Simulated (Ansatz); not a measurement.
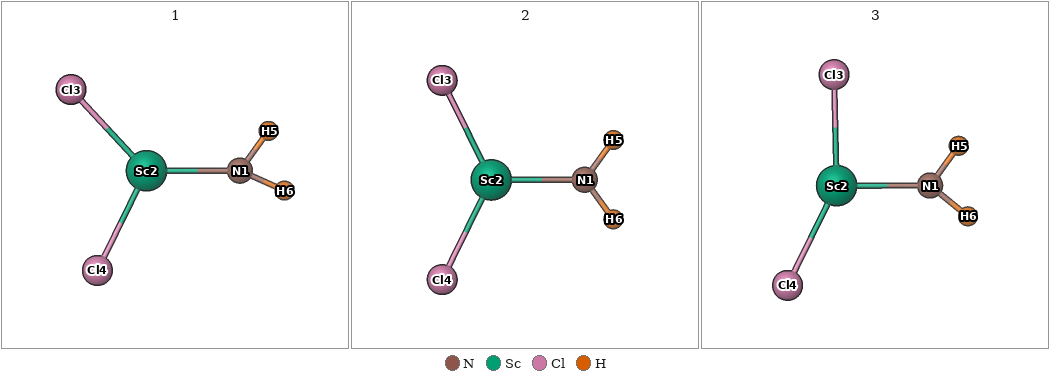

Cl2H2NSc, SMILES [NH2][Sc]([Cl])[Cl]. First axis: angle Cl3–Sc2–Cl4. Second axis: angle H6–N1–H5. Nothing is relaxed (all other coordinates rigid). Grid: 7 × 7 points. Energies: eV, counted from the lowest grid point. Level of theory: RKS PBE0-D4/def2-TZVP in Ansatz 0.2.0.

The numbered pictures are structures from this grid.

**Rank them by energy, lowest first.**

2, at angle Cl3–Sc2–Cl4 = 127.4°, angle H6–N1–H5 = 108.3°: 0.00 eV; 3, at angle Cl3–Sc2–Cl4 = 152.4°, angle H6–N1–H5 = 93.3°: 0.43 eV; 1, at angle Cl3–Sc2–Cl4 = 110.8°, angle H6–N1–H5 = 78.3°: 0.74 eV.

The map, with the structures marked:

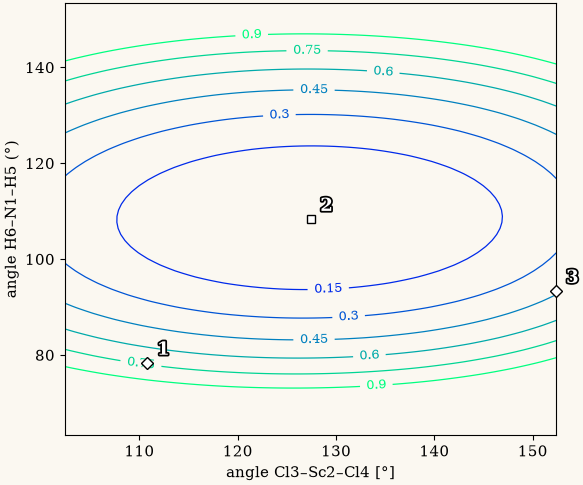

The picture shows contour lines labelled in eV (none above 0.9). Between grid points the surface is interpolated.
